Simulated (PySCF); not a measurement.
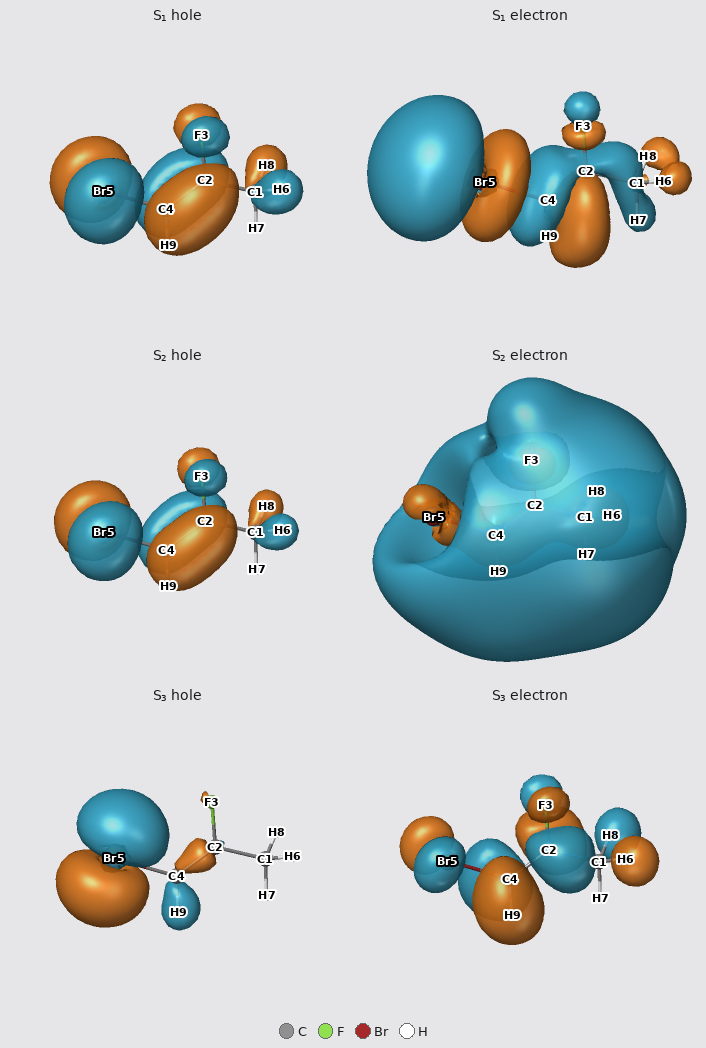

*C$_{3}$H$_{4}$BrF, SMILES `C/C(F)=C/Br`. Leading natural transition orbitals (TDA singlet states).*

Method: PBE/def2-SVPD; geometry: GFN2-xTB; program: PySCF. No frequency check shows the geometry to be a minimum. GFN2-xTB bond lengths at metals and heavier atoms can be off by up to 0.1 Å and shapes distorted, which carries into these values.

Geometry (Å), atoms numbered from 1:

```
C1       2.8257   -0.5302    0.0001
C2       1.4290   -0.0152    0.0002
F3       1.3569    1.3289    0.0002
C4       0.3242   -0.7466    0.0004
Br5     -1.4164   -0.0129   -0.0001
H6       3.3514   -0.1597    0.8783
H7       2.8354   -1.6149    0.0006
H8       3.3503   -0.1606   -0.8822
H9       0.3534   -1.8215    0.0006
```

Question: Give the energy and character of each state.

Answer: By state:
- S₁: 5.13 eV (242 nm), f = 0.000 (very weak), partly diffuse acceptor orbital; the leading pair carries 100 %; hole on Br5 (36 %), C4 (24 %) and C2 (22 %), electron on Br5 (59 %), C4 (24 %) and C2 (6 %) (atom shares of so diffuse an orbital are rough); their centroids lie 1.1 Å apart.
- S₂: 5.82 eV (213 nm), f = 0.001 (very weak), diffuse (Rydberg-like) orbital; the leading pair carries 100 %; hole on Br5 (40 %), C4 (22 %) and C2 (21 %), electron on H7 (16 %), H9 (14 %) and Br5 (13 %) (atom shares of so diffuse an orbital are rough); their centroids lie 1.8 Å apart.
- S₃: 6.06 eV (205 nm), f = 0.000 (dark), charge transfer, whose energy this functional puts too low; the leading pair carries 100 %; hole on Br5 (90 %), electron on C2 (33 %), C4 (30 %) and Br5 (11 %); their centroids lie 2.2 Å apart.

The PySCF run took 3.4 min on 1 thread of Arm Neoverse V1 (shared host), peak memory 0.71 GiB.
